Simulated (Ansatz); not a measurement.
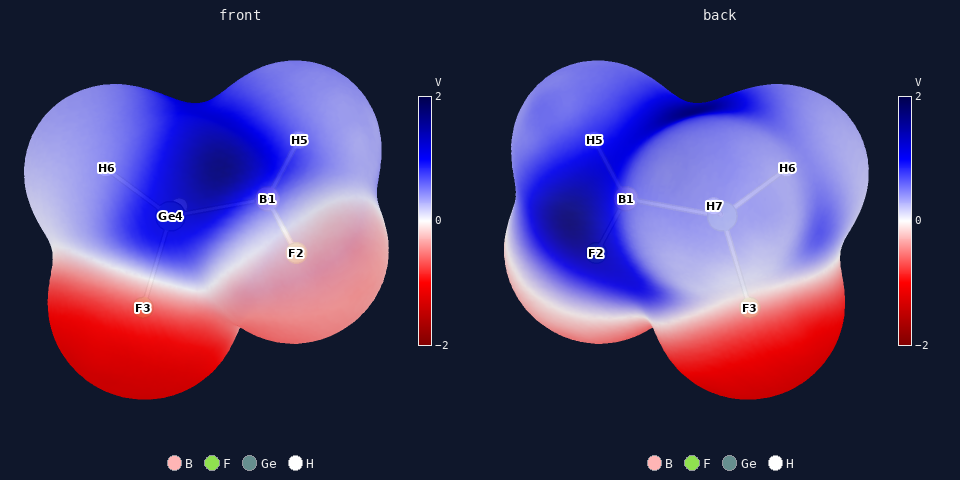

BF₂GeH₃. The electrostatic potential painted on the density surface at 0.001 e/bohr³, seen from the front and from behind; the colour scale runs from red (negative) to blue (positive).

Geometry: r2SCAN-D4/def2-SVP.

Theory: Ansatz, isolated molecule in a Gaussian basis; Kohn-Sham density functional theory, functional PBE0.

```xyz
7

B    -0.5162   -0.7010    2.0952
F    -1.3869   -0.1774    2.9346
F    -1.7555    1.1224   -0.1049
Ge   -0.5020   -0.0847    0.1128
H     0.2523   -1.5350    2.5264
H     0.8154    0.5925   -0.3093
H    -0.8253   -1.2146   -0.8827
```

Where is the surface potential most negative and most positive?

Answer. The most negative region (about −1.3 V) lies over F3, the most positive (about +1.7 V) over B1 and Ge4.
